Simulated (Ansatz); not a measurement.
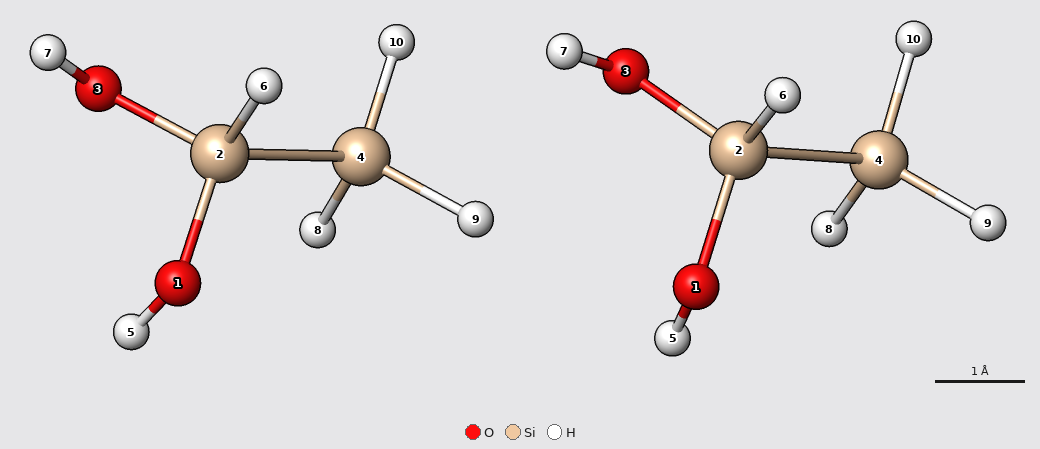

Two geometries of Si2H6O2, drawn at one scale. One is the start of a relaxation, the other its converged end. The picture is a ball-and-stick view, seen at a tilt.

Method: UKS PBE/cc-pVDZ in Ansatz. Set-up: collinear spin; force threshold 0.02 eV/Å; at most 50 steps.

Question: Which of the two is the end point?

Answer: The right one is the relaxed one. The run prepares an end point of a later path (hydrogen shift) calculation, from a guessed geometry. The largest move after the best rigid fit is that of H5, 0.25 Å. Largest moves by element: H 0.25 Å, O 0.24 Å, Si 0.07 Å. Among the contacts that change: O1–Si2 1.614 → 1.706 Å, Si4–H10 1.443 → 1.509 Å, Si2–O3 1.642 → 1.705 Å, Si4–H9 1.569 → 1.511 Å. Among the angles between lasting bonds that change: Si2–O1–H5 121.2° → 112.6°, O1–Si2–O3 104.5° → 113.1°, O1–Si2–H6 109.9° → 101.8°. After 8 geometry steps the energy has fallen by 9.96 kcal/mol. The largest force component goes from 2.6 to 0.0027 eV/Å. The run took 15 s on 2 threads of Intel(R) Xeon(R) 6975P-C (Granite Rapids), with other jobs on the host, peak memory 0.19 GiB.
